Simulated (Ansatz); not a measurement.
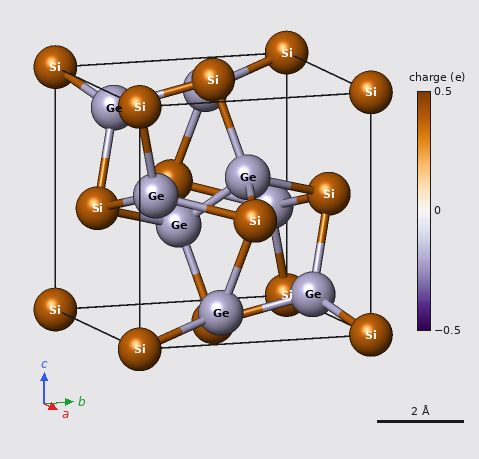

Shown here is a ball-and-stick view of the crystal, taken slightly off an axis. Thin lines show the simulation cell, with boundary atoms drawn in all their periodic places. The atoms of this SiGe$_{2}$ cell are coloured by their Bader charge.

The numbers come from Ansatz 0.2.0, DFT, PAW plane waves, r2SCAN, using 500 eV cutoff, k-point mesh 6×6×6, Fermi-Dirac smearing of 0.1 eV, no spin polarisation. The pressure of the cell is 27 GPa.

Which way does the charge move?

Most positive: Si; most negative: Ge. Charges: about Si +0.4 e; Ge -0.2 e.

Origin: a generated cell, made by putting these elements into a known structure type (the compound may or may not exist in this form); unrelaxed. A calculation with Ansatz used it as input.

At this level of theory the cell isn't at rest (compressed, at 27 GPa and forces up to 1.8 eV/Å), so its distances can differ from those at equilibrium, the more so the softer the solid.
